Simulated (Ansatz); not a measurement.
# C3H10Si (trimethylsilane): HF/cc-pVDZ

What is the electronic atomisation energy of C3H10Si (trimethylsilane) at HF/cc-pVDZ? 

The calculation is run with Ansatz 0.2.0.

46 further runs of the same task are left out: 1 that didn't finish, 45 set aside as unsound or not needed.

## Step 1: Starting point

C3H10Si has 14 atoms, charge 0, and is taken as a singlet. SMILES: `C[SiH](C)C`. Geometry: relaxed at PBE0-D4/def2-TZVP.

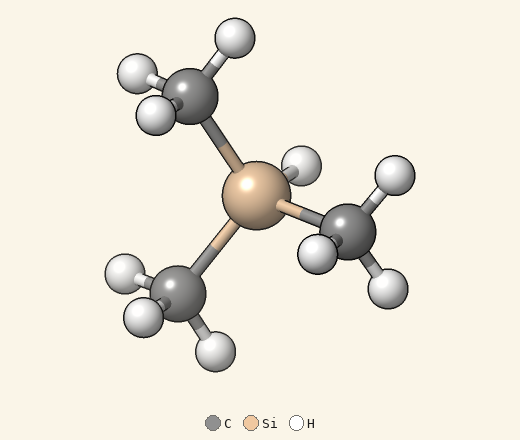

Viewed from a chosen angle; carbon grey, silicon light orange, hydrogen white.

## Step 2: The energy at HF/cc-pVDZ

Input file run.yaml:

```yaml
crystal:
  periodic: [false, false, false]
  atoms:
    - {symbol: C, position_ang: [-0.956800, 1.082600, -1.038400]}
    - {symbol: Si, position_ang: [-0.338800, -0.014600, 0.348900]}
    - {symbol: C, position_ang: [1.239400, 0.684100, 1.077800]}
    - {symbol: C, position_ang: [-0.051300, -1.756700, -0.277600]}
    - {symbol: H, position_ang: [-1.888100, 0.697200, -1.460900]}
    - {symbol: H, position_ang: [-1.145900, 2.098700, -0.683100]}
    - {symbol: H, position_ang: [-0.221600, 1.141300, -1.845900]}
    - {symbol: H, position_ang: [-1.379500, -0.059300, 1.420400]}
    - {symbol: H, position_ang: [2.029000, 0.733500, 0.322800]}
    - {symbol: H, position_ang: [1.601800, 0.063500, 1.901200]}
    - {symbol: H, position_ang: [1.081800, 1.694100, 1.464300]}
    - {symbol: H, position_ang: [-0.968800, -2.184000, -0.689800]}
    - {symbol: H, position_ang: [0.706900, -1.767300, -1.065700]}
    - {symbol: H, position_ang: [0.291900, -2.413100, 0.526000]}
basis:
  gaussian:
    orbitals: cc-pVDZ
hamiltonian:
  xc: hf
accuracy: high
output: {orbitals: {seedname: orbitals}}
```

On the command line:

```
$ ansatz run run.yaml --threads 1 --pin off --max-ram 3480MiB --events-out events.jsonl --progress --plain --runs-dir runs
```

Standard output:

```text
Warning: RAYON_NUM_THREADS=1 ignored (pool sized by the plan → 1); use --threads N
Functional definition: HF
  name "HF"
  exchange = exact_x
  correlation = 0
2718 factors; integrals over basis functions are off by at most 4.0e-9 eV
mean field evaluation 1: about -11109.6359 eV, gradient 3.3e1 eV
mean field evaluation 2: about -11109.7204 eV, gradient 3.3e1 eV
mean field evaluation 4: about -11112.7656 eV, gradient 2.8e0 eV
mean field evaluation 8: about -11112.7988 eV, gradient 3.4e-4 eV
mean field -11112.79880029 eV, -408.3878233850 hartree, gradient 2.5e-8 eV, S^2 0.000000; 0 other end points of the search recorded, 0 dependent functions left out
reference -11112.79880029 eV, -408.3878233850 hartree; 21, 21 occupied and 89, 89 virtual orbitals, 2718 factors
Total energy: -11112.79880029 eV, -408.3878233850 hartree
```

It took 5.7 s on 1 thread of Arm Neoverse V1, shared host; peak memory 0.38 GiB.

## Step 3: The C atom

Input file run.yaml:

```yaml
crystal:
  periodic: [false, false, false]
  atoms:
    - {symbol: C, position_ang: [0.000000, 0.000000, 0.000000]}
basis:
  gaussian:
    orbitals: cc-pVDZ
magnetization:
  spin_polarized: true
  initial_magnetization: 2
hamiltonian:
  xc: hf
accuracy: high
```

Run the same way, it converges to -37.68654 Eh (log not shown).

## Step 4: The H atom, same level

Input file job.yaml:

```yaml
crystal:
  periodic: [false, false, false]
  atoms:
    - {symbol: H, position_ang: [0.000000, 0.000000, 0.000000]}
basis:
  gaussian:
    orbitals: cc-pVDZ
magnetization:
  spin_polarized: true
  initial_magnetization: 1
hamiltonian:
  xc: hf
accuracy: high
```

On the command line:

```
$ ansatz run job.yaml --threads 1 --pin off --max-ram 3480MiB --events-out events.jsonl --progress --plain --runs-dir runs
```

Standard output:

```text
Warning: RAYON_NUM_THREADS=1 ignored (pool sized by the plan → 1); use --threads N
[... 4 set-up lines as earlier in the session ...]
15 factors; integrals over basis functions are off by at most 4.6e-8 eV
mean field evaluation 1: about -13.5522 eV, gradient 1.6e0 eV
mean field evaluation 2: about -13.5522 eV, gradient 1.6e0 eV
mean field evaluation 4: about -13.5861 eV, gradient 1.4e-4 eV
mean field evaluation 8: about -13.5861 eV, gradient 4.9e-14 eV
mean field -13.58605748 eV, -0.4992784034 hartree, gradient 1.6e-10 eV, S^2 0.750000; 0 other end points of the search recorded, 0 dependent functions left out
reference -13.58605748 eV, -0.4992784034 hartree; 1, 0 occupied and 4, 5 virtual orbitals, 15 factors
Total energy: -13.58605748 eV, -0.4992784034 hartree
```

It took 0.04 s on 1 thread of Arm Neoverse V1, shared host.

## Step 5: The Si atom, same level

Input file run.yaml:

```yaml
crystal:
  periodic: [false, false, false]
  atoms:
    - symbol: Si
      position_ang: [0.000000, 0.000000, 0.000000]
basis:
  gaussian: {orbitals: cc-pVDZ}
accuracy: high
hamiltonian: {xc: hf}
magnetization: {spin_polarized: true, initial_magnetization: 2}
```

On the command line:

```
$ ansatz run run.yaml --threads 1 --pin off --max-ram 3480MiB --events-out events.jsonl --progress --plain --runs-dir runs
```

Standard output:

```text
Warning: RAYON_NUM_THREADS=1 ignored (pool sized by the plan → 1); use --threads N
[... 4 set-up lines as earlier in the session ...]
144 factors; integrals over basis functions are off by at most 3.2e-9 eV
mean field evaluation 1: about -7859.8102 eV, gradient 3.7e0 eV
mean field evaluation 2: about -7859.8164 eV, gradient 3.7e0 eV
mean field evaluation 4: about -7860.0119 eV, gradient 1.3e-1 eV
mean field evaluation 8: about -7860.0110 eV, gradient 2.5e-8 eV
mean field evaluation 16: about -7860.0169 eV, gradient 2.9e-3 eV
mean field evaluation 32: about -7860.0110 eV, gradient 1.2e-6 eV
mean field -7860.01100063 eV, -288.8500765663 hartree, gradient 2.4e-8 eV, S^2 2.010950; 3 other end points of the search recorded, 0 dependent functions left out
reference -7860.01100063 eV, -288.8500765663 hartree; 8, 6 occupied and 10, 12 virtual orbitals, 144 factors
Total energy: -7860.01100063 eV, -288.8500765663 hartree
```

Run time: 0.1 s. Hardware: 1 thread of Arm Neoverse V1, shared host.

## Step 6: Results

At HF/cc-pVDZ:

| quantity | value |
| --- | --- |
| molecule: total energy | -408.38782 Eh |
| molecule: HOMO energy | -11.66 eV |
| molecule: LUMO energy | 4.62 eV |
| molecule: HOMO–LUMO gap | 16.28 eV |
| C atom: total energy | -37.68654 Eh |
| C atom: ⟨S²⟩ | 2.006 |
| H atom: total energy | -0.49928 Eh |
| H atom: ⟨S²⟩ | 0.750 |
| Si atom: total energy | -288.85008 Eh |
| Si atom: ⟨S²⟩ | 2.011 |
| electronic atomisation energy | 40.418 eV |

**Reading.** Taking the molecule apart into free atoms costs 40.42 eV (3900 kJ/mol), before zero-point energy and without spin-orbit coupling. Hartree–Fock lacks the correlation of the bonding pairs, which as a rule makes this value much too low; in minimal bases other errors can mask that.
